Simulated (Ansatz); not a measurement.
The compound is TiN (space group Fm-3m, No. 225), taken as the input geometry of an electronic-structure calculation (not necessarily at equilibrium).

```
Ti N
1.0
     4.22500    0.00000    0.00000
     0.00000    4.22500    0.00000
     0.00000    0.00000    4.22500
Ti N
4 4
Direct
  0.00000 0.00000 0.00000
  0.00000 0.50000 0.50000
  0.50000 0.00000 0.50000
  0.50000 0.50000 0.00000
  0.50000 0.00000 0.00000
  0.50000 0.50000 0.50000
  0.00000 0.00000 0.50000
  0.00000 0.50000 0.00000
```

Describe the stacking along [111], with columns A (0, 0), B (1/3, 2/3), C (2/3, 1/3) of the hexagonal mesh spanned by (a − b)/2 and (b − c)/2.

Ti(A) – N(C) – Ti(B) – N(A) – Ti(C) – N(B) (six layers in 7.32 Å).

N layers alone: CAB, the cubic close-packed type.

Ti: three octahedral sites in each hexagonal cell.

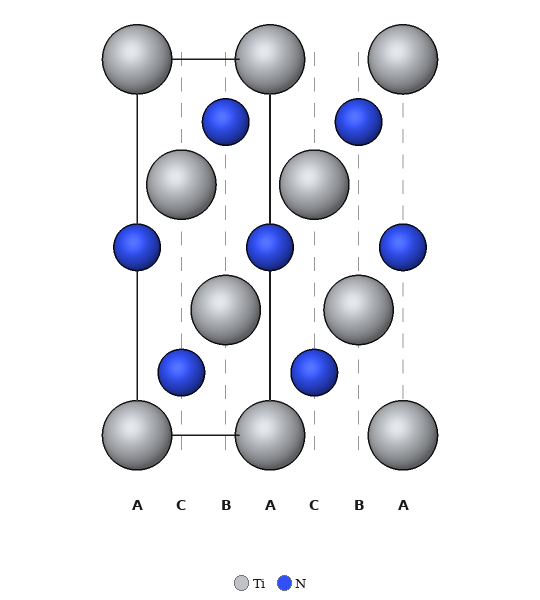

Projection along an edge of the hexagonal mesh, stacking direction [111] upwards. The dashed lines mark the three columns A (0, 0), B (1/3, 2/3) and C (2/3, 1/3). The box is the hexagonal cell of the face-centred cubic lattice. The sequence starts with the first layer at or above the cell's origin.
